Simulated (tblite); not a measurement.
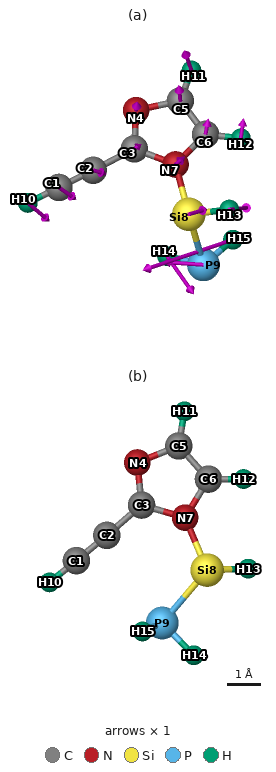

The structure of C5H6N2PSi (multiplicity 2) before (top) and after (bottom) a relaxation, at one scale. The purple arrows give the displacements, at their true length.

The picture is a ball-and-stick view, seen face on.

Theory: GFN2-xTB geometry optimisation, gas phase (tblite 0.8.0). 

Summarise the run.

The largest move after the best rigid fit is that of H15, 3.58 Å. By element the largest moves are H 3.58 Å, P 1.26 Å, Si 0.93 Å, C 0.86 Å, N 0.46 Å. Some distances before and after: C2–C3 1.436 → 1.403 Å, P9–H14 1.419 → 1.388 Å, C1–H10 1.076 → 1.049 Å, N4–C5 1.376 → 1.357 Å. Among the angles between lasting bonds that change: N7–Si8–H13 110.7° → 101.7°, Si8–P9–H14 97.4° → 92.3°, C2–C3–N7 127.4° → 122.6°. Groups turn about Si8–P9 by about 140°, N7–Si8 by about 70°. Over 197 geometry steps the energy falls by 9.54 kcal/mol. The run took 1.8 s on 1 thread of Arm Neoverse V1 (shared host).
